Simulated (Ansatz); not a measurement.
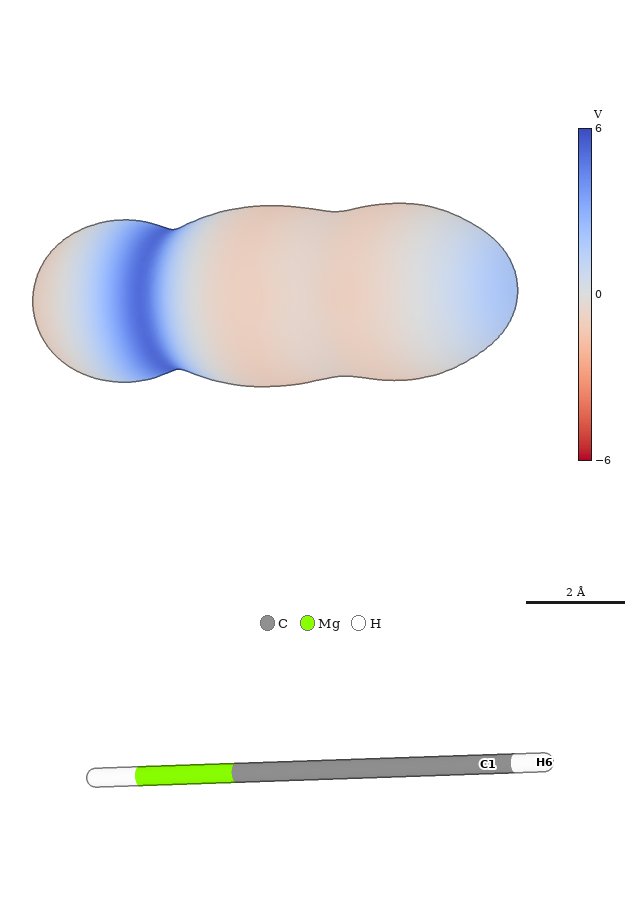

*C₄H₂Mg. The electrostatic potential painted on the density surface at 0.002 e/bohr³, seen at a tilt; the colour scale runs from red (negative) to blue (positive). The bare structure is drawn below in the same view.*

Geometry: PBE0-D3(BJ)/def2-SVP.

All numbers below come from isolated molecule in a Gaussian basis; Kohn-Sham density functional theory, functional PBE0 (Ansatz 0.2.0).

```xyz
7

C     0.0000    0.0000   -2.8524
C     0.0000    0.0000   -1.6344
C     0.0000    0.0000   -0.2633
C     0.0000    0.0000    0.9707
Mg    0.0000    0.0000    3.0080
H     0.0000    0.0000   -3.9266
H     0.0000    0.0000    4.6980
```

Describe the electrostatic potential map.

The most negative region (about −0.9 V, or −21 kcal/mol for a unit charge) lies over C1, C2 and C3, the most positive (about +5.1 V, or +118 kcal/mol for a unit charge) over Mg5.
